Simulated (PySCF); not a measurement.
SMILES [SiH3]CCCl (C₂H₇ClSi), singlet, GFN2-xTB optimised geometry. Atoms within 1.6 Å of the plane z = 0.0 Å (x, y, z in Å): Si1 (0.71, -1.37, 0.00), C2 (0.00, 0.40, 0.00), C3 (-1.51, 0.40, 0.00), Cl4 (-2.17, 2.07, 0.00), H5 (2.17, -1.27, 0.00), H6 (0.24, -2.07, 1.19), H7 (0.25, -2.07, -1.20), H8 (0.35, 0.95, -0.87), H9 (0.35, 0.94, 0.88), H10 (-1.92, -0.08, -0.89), H11 (-1.92, -0.08, 0.89).

Method: PySCF with B3LYP/def2-TZVP. Cells within 0.4 Å of a nucleus heavier than hydrogen are left out (blank, or x).

Map of the log10 of the electron density (e/bohr³), floored at −4 on the plane z = 0.0 Å:

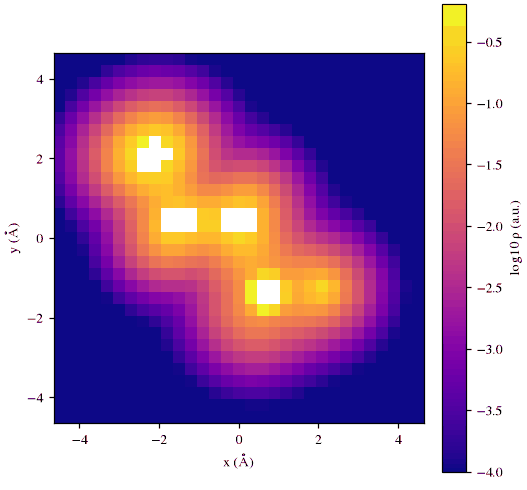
Log10 of the electron density (e/bohr³), floored at −4 on the plane z = 0.0 Å.
